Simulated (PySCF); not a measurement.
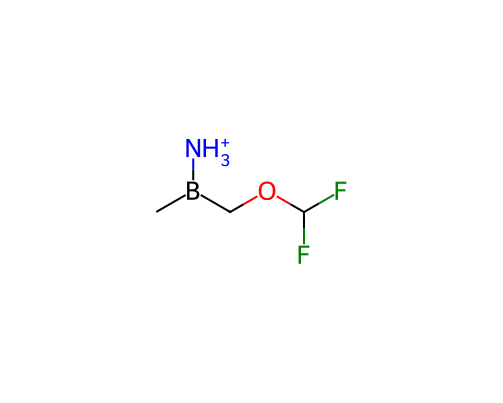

Charge +1, singlet.

**Write the SMILES.**

CB([NH3+])COC(F)F

**Give the formula, hydrogens included.**

C3H9BF2NO, charge +1.

**An optimisation with GFN2-xTB gave a structure of which point group?**

C1. Other conformers may differ.

The parts below concern this one geometry. Atoms keep their numbers from picture to picture. Computed geometry: GFN2-xTB optimisation. No frequency run is at hand to confirm it as a minimum.

### Geometry

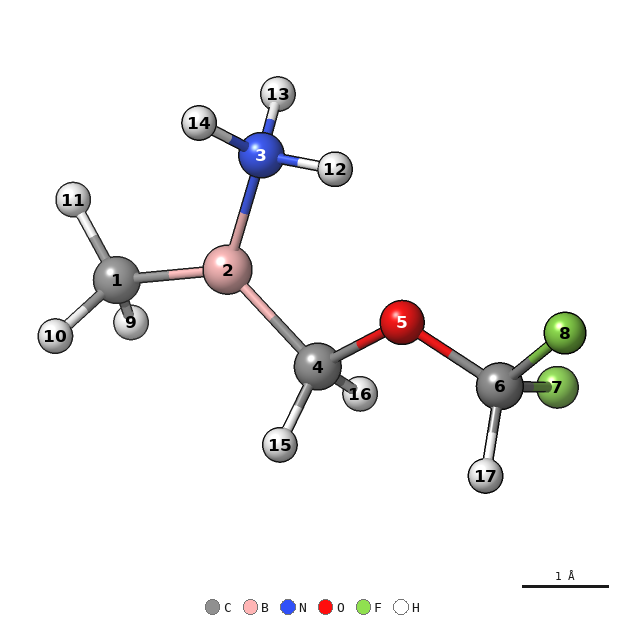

No frequency run is at hand to confirm it as a minimum.

What are the angles C1–B2–N3, B2–C1–H10, B2–C1–H11, B2–N3–H13, B2–N3–H14, B2–C4–O5, B2–C4–H16, N3–B2–C4, O5–C4–H16, O5–C6–F7, F7–C6–H17, F8–C6–H17?

| angle | degrees |
| --- | --- |
| C1–B2–N3 | 120.5 |
| B2–C1–H10 | 110.7 |
| B2–C1–H11 | 115.0 |
| B2–N3–H13 | 111.7 |
| B2–N3–H14 | 112.6 |
| B2–C4–O5 | 108.8 |
| B2–C4–H16 | 110.3 |
| N3–B2–C4 | 112.0 |
| O5–C4–H16 | 109.4 |
| O5–C6–F7 | 109.9 |
| F7–C6–H17 | 108.0 |
| F8–C6–H17 | 109.9 |

### NMR shielding

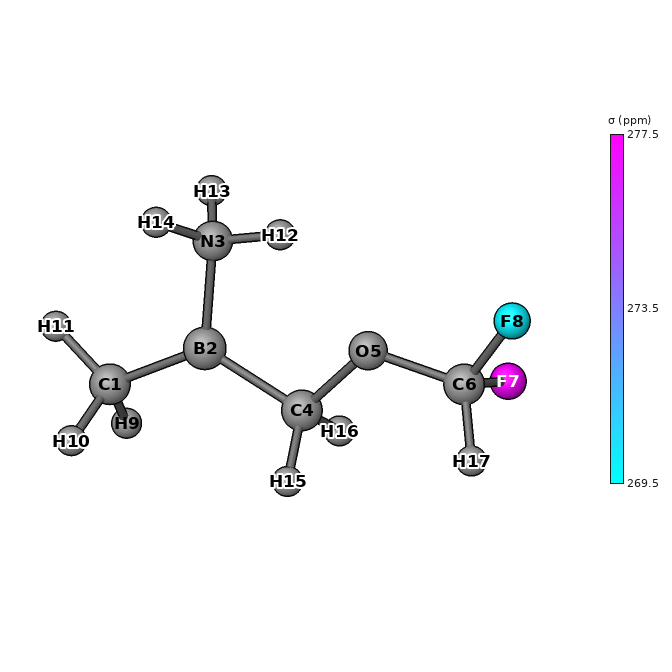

Atoms are coloured by their isotropic NMR shieldings (F only, the others grey). No frequency run is at hand to confirm it as a minimum. Level of theory: GIAO PBE0/pcSseg-1 NMR shielding, non-relativistic, gas phase (PySCF 2.14.0).

Give the isotropic NMR shieldings of the F atoms atom by atom.

```tsv
atom	σ (ppm)
F7	277.3
F8	270.0
```

### Electronic properties

No frequency run is at hand to confirm it as a minimum. Level of theory: PBE0/def2-SVPD, gas phase (PySCF 2.14.0). Excitations: vertical, linear response.

**Give the lowest vertical singlet excitation at this level.**

5.60 eV.

**Give the mean static polarisability at this level.**

61.7 bohr³.

**Give the HOMO–LUMO gap at this level.**

6.85 eV.

**Give the HOMO energy (Kohn–Sham orbital) at this level.**

−13.33 eV.

### Charges

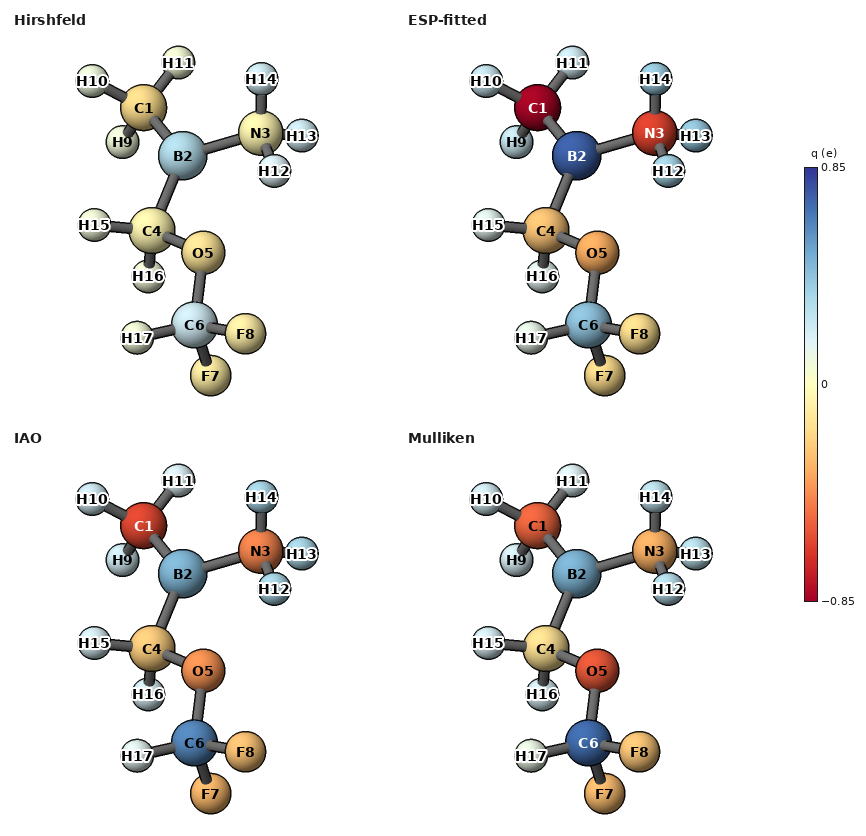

Atomic charges of one calculation by 4 schemes, on one colour scale. No frequency run is at hand to confirm it as a minimum. Method: PBE0/pcSseg-1 (PySCF 2.14.0).

**On which atom do the schemes disagree most?**

On C1 (from −0.82 to −0.18 e).

List the charges (e), one line for each set of equivalent atoms.

```tsv
atom	Hirshfeld	ESP-fitted	IAO	Mulliken
C1	−0.18	−0.82	−0.61	−0.52
B2	0.31	0.73	0.46	0.48
N3	−0.05	−0.62	−0.44	−0.32
C4	−0.05	−0.25	−0.23	−0.16
O5	−0.13	−0.33	−0.40	−0.56
C6	0.21	0.42	0.62	0.70
F7	−0.10	−0.18	−0.30	−0.28
F8	−0.08	−0.17	−0.26	−0.25
H9	0.09	0.24	0.21	0.20
H10	0.09	0.24	0.22	0.20
H11	0.06	0.21	0.18	0.16
H12	0.17	0.35	0.34	0.29
H13	0.22	0.39	0.34	0.28
H14	0.22	0.38	0.34	0.28
H15	0.08	0.15	0.19	0.19
H16	0.07	0.15	0.20	0.20
H17	0.07	0.12	0.15	0.11
```

### Bond orders

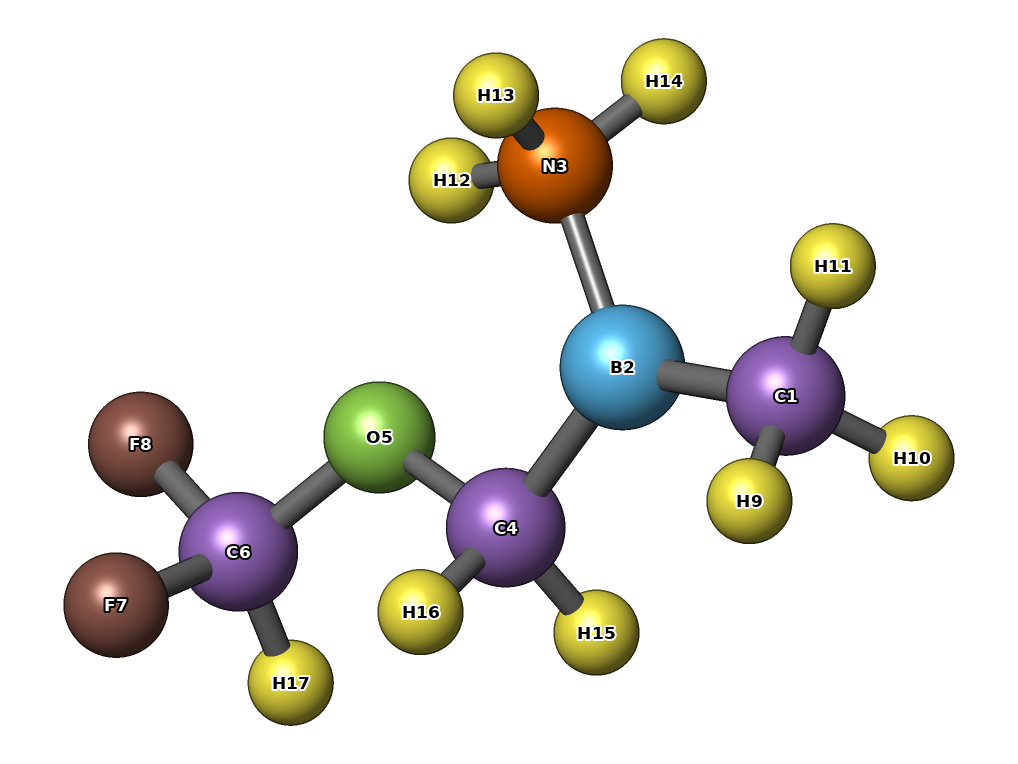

The thickness of each stick grows with its Mayer bond order. No frequency run is at hand to confirm it as a minimum. Method: PBE0/pcSseg-1 (PySCF 2.14.0).

**Which bond between heavy atoms has the highest Mayer bond order?**

C1–B2, 1.18, at a length of 1.540 Å.

List the Mayer bond orders of C1–B2, B2–N3, B2–C4, C4–O5, O5–C6, C6–F7, C6–F8 (bonds between heavy atoms, one of each equivalent set).

```tsv
bond	Mayer order	length (Å)
C1–B2	1.18	1.540
B2–N3	0.82	1.532
B2–C4	1.04	1.576
C4–O5	0.84	1.439
O5–C6	0.97	1.369
C6–F7	0.98	1.351
C6–F8	1.04	1.329
```

Mulliken values depend strongly on the basis set and can even reverse the polarity of a bond. The geometry is semi-empirical. Around B such bond lengths and angles can be off by a tenth of an ångström or more and by several degrees, and values that hang on the shape move with them.
